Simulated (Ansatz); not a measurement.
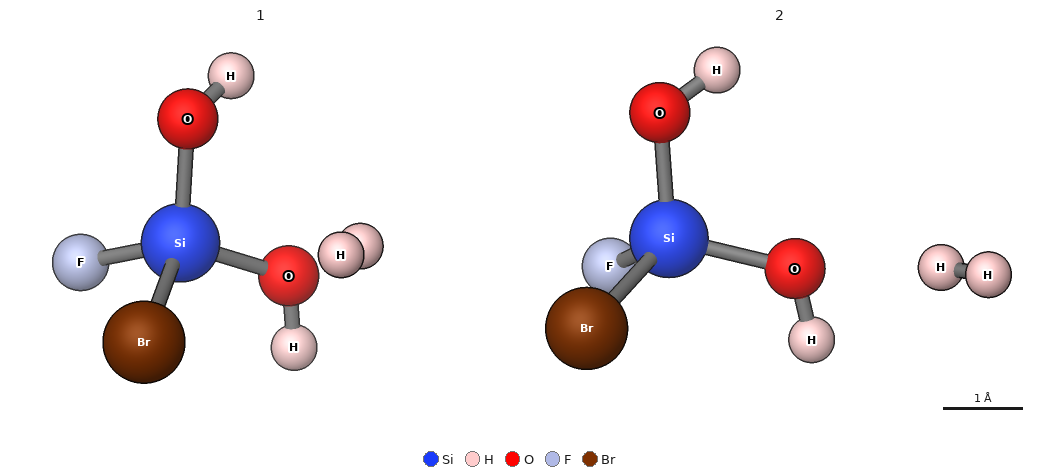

Two geometries of SiH₄O₂BrF, drawn at one scale. One is the start of a relaxation, the other its converged end. The picture is a ball-and-stick view, seen from a free direction.

The calculation used RKS PBE/def2-SVP in Ansatz 0.2.0. Set-up: no spin polarisation; force threshold 0.03 eV/Å; at most 50 steps.

**Which of the two is the end point?**

Structure 2 is the relaxed one. The run prepares an end point of a later path (reaction) calculation, from a guessed geometry. The energy falls by 0.272 eV in 18 accepted moves (21 points after the start). The largest force component goes from 1.6 to 0.023 eV/Å. The line search rejected the trial steps at points 4, 9, 18 of the run. The forces were under the threshold at step 8, but the run went on from there. The largest move after the best rigid fit is that of an H atom, 1.66 Å. By element the largest moves are H 1.66 Å, Br 1.05 Å, O 0.64 Å, F 0.53 Å, Si 0.41 Å. Among the contacts that change: Br–Si 2.281 → 2.210 Å, H–H 0.721 → 0.770 Å, O–Si 1.654 → 1.660 Å. Among the angles between lasting bonds that change: F–Si–Br 104.1° → 106.3°. Cost: 27 s on 4 threads of Intel(R) Xeon(R) Platinum 8259CL CPU @ 2.50GHz (Skylake/Cascade Lake), with other jobs on the host, peak memory 0.19 GiB.

Limits of the set-up: the start holds two separate molecules, 2.4 Å apart at their closest, whose relative position is a soft coordinate and is computed without a dispersion correction.
